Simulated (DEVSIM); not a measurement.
Structure: Si n-p junction from an implanted or diffused profile, at 300 K.

```
layer (left to right)  material  thickness (μm)  Na (cm⁻³)  τn (s)  τp (s)
---------------------  --------  --------------  ---------  ------  ------
1                            Si            14.0     1.7e16    2e-7    2e-7
```

Added donor profile: 1.5e18 cm⁻³ × exp(−(x − 0 μm)²/(2·(0.024 μm)²)). Left contact: ohmic. Right contact: ohmic. Voltage is applied to the left contact. Recombination: SRH at mid-gap. Mobility is constant in doping.

The device is made up for the run: typed textbook-type constants, with dimensions and the other settings drawn at random. Values at 300 K.

| parameter | Si |
|---|---|
| gap (eV) | 1.124 |
| affinity (eV) | 4.05 |
| permittivity | 11.7 |
| Nc (cm⁻³) | 2.86e19 |
| Nv (cm⁻³) | 3.1e19 |
| μn (cm²/Vs) | 1417 |
| μp (cm²/Vs) | 470 |

Simulated with DEVSIM: 1D drift-diffusion, Boltzmann statistics, complete ionisation; no tunnelling, impact ionisation, image-force lowering or self-heating.

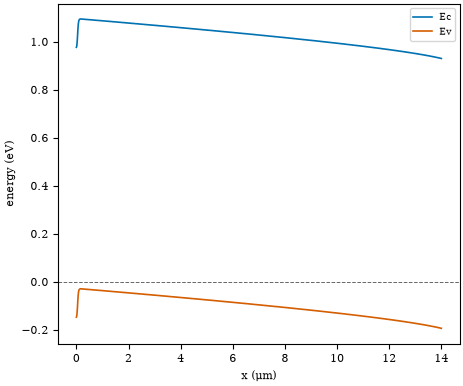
Band edges at -0.9 V on the left contact

Energies count from the Fermi level of the right contact; mesh points crowd at the junctions.

```json
[
 {"x (μm)": "0.000", "Ec (eV)": "0.977", "Ev (eV)": "-0.147", "n (cm⁻³)": "1.5e18", "p (cm⁻³)": "< 1e2", "field (V/cm)": "1600"},
 {"x (μm)": "0.01685", "Ec (eV)": "0.984", "Ev (eV)": "-0.140", "n (cm⁻³)": "1.1e18", "p (cm⁻³)": "2.2e14", "field (V/cm)": "7900"},
 {"x (μm)": "0.03337", "Ec (eV)": "1.003", "Ev (eV)": "-0.121", "n (cm⁻³)": "5.3e17", "p (cm⁻³)": "7.5e14", "field (V/cm)": "16000"},
 {"x (μm)": "0.04944", "Ec (eV)": "1.033", "Ev (eV)": "-0.091", "n (cm⁻³)": "1.7e17", "p (cm⁻³)": "2.7e15", "field (V/cm)": "19000"},
 {"x (μm)": "0.07152", "Ec (eV)": "1.069", "Ev (eV)": "-0.055", "n (cm⁻³)": "4.1e16", "p (cm⁻³)": "1.1e16", "field (V/cm)": "12000"},
 {"x (μm)": "0.08736", "Ec (eV)": "1.083", "Ev (eV)": "-0.041", "n (cm⁻³)": "2.4e16", "p (cm⁻³)": "2.0e16", "field (V/cm)": "6100"},
 {"x (μm)": "0.1037", "Ec (eV)": "1.090", "Ev (eV)": "-0.034", "n (cm⁻³)": "1.8e16", "p (cm⁻³)": "2.6e16", "field (V/cm)": "2600"},
 {"x (μm)": "0.1331", "Ec (eV)": "1.094", "Ev (eV)": "-0.030", "n (cm⁻³)": "1.6e16", "p (cm⁻³)": "3.1e16", "field (V/cm)": "490"},
 {"x (μm)": "0.1819", "Ec (eV)": "1.094", "Ev (eV)": "-0.030", "n (cm⁻³)": "1.5e16", "p (cm⁻³)": "3.2e16", "field (V/cm)": "-47"},
 {"x (μm)": "0.2804", "Ec (eV)": "1.093", "Ev (eV)": "-0.031", "n (cm⁻³)": "1.5e16", "p (cm⁻³)": "3.2e16", "field (V/cm)": "-91"},
 {"x (μm)": "0.4794", "Ec (eV)": "1.092", "Ev (eV)": "-0.032", "n (cm⁻³)": "1.5e16", "p (cm⁻³)": "3.2e16", "field (V/cm)": "-92"},
 {"x (μm)": "1.105", "Ec (eV)": "1.086", "Ev (eV)": "-0.038", "n (cm⁻³)": "1.5e16", "p (cm⁻³)": "3.2e16", "field (V/cm)": "-93"},
 {"x (μm)": "2.144", "Ec (eV)": "1.076", "Ev (eV)": "-0.048", "n (cm⁻³)": "1.4e16", "p (cm⁻³)": "3.1e16", "field (V/cm)": "-95"},
 {"x (μm)": "4.243", "Ec (eV)": "1.056", "Ev (eV)": "-0.068", "n (cm⁻³)": "1.3e16", "p (cm⁻³)": "3.0e16", "field (V/cm)": "-99"},
 {"x (μm)": "9.153", "Ec (eV)": "1.004", "Ev (eV)": "-0.120", "n (cm⁻³)": "1.0e16", "p (cm⁻³)": "2.7e16", "field (V/cm)": "-120"},
 {"x (μm)": "11.59", "Ec (eV)": "0.973", "Ev (eV)": "-0.151", "n (cm⁻³)": "7.0e15", "p (cm⁻³)": "2.4e16", "field (V/cm)": "-140"},
 {"x (μm)": "12.80", "Ec (eV)": "0.954", "Ev (eV)": "-0.170", "n (cm⁻³)": "4.4e15", "p (cm⁻³)": "2.1e16", "field (V/cm)": "-170"},
 {"x (μm)": "13.41", "Ec (eV)": "0.943", "Ev (eV)": "-0.181", "n (cm⁻³)": "2.6e15", "p (cm⁻³)": "2.0e16", "field (V/cm)": "-200"},
 {"x (μm)": "13.78", "Ec (eV)": "0.935", "Ev (eV)": "-0.189", "n (cm⁻³)": "1.1e15", "p (cm⁻³)": "1.8e16", "field (V/cm)": "-230"},
 {"x (μm)": "13.90", "Ec (eV)": "0.932", "Ev (eV)": "-0.192", "n (cm⁻³)": "5.0e14", "p (cm⁻³)": "1.7e16", "field (V/cm)": "-240"},
 {"x (μm)": "13.96", "Ec (eV)": "0.931", "Ev (eV)": "-0.193", "n (cm⁻³)": "1.9e14", "p (cm⁻³)": "1.7e16", "field (V/cm)": "-250"},
 {"x (μm)": "14.00", "Ec (eV)": "0.930", "Ev (eV)": "-0.194", "n (cm⁻³)": "6800", "p (cm⁻³)": "1.7e16", "field (V/cm)": "-250"}
]
```
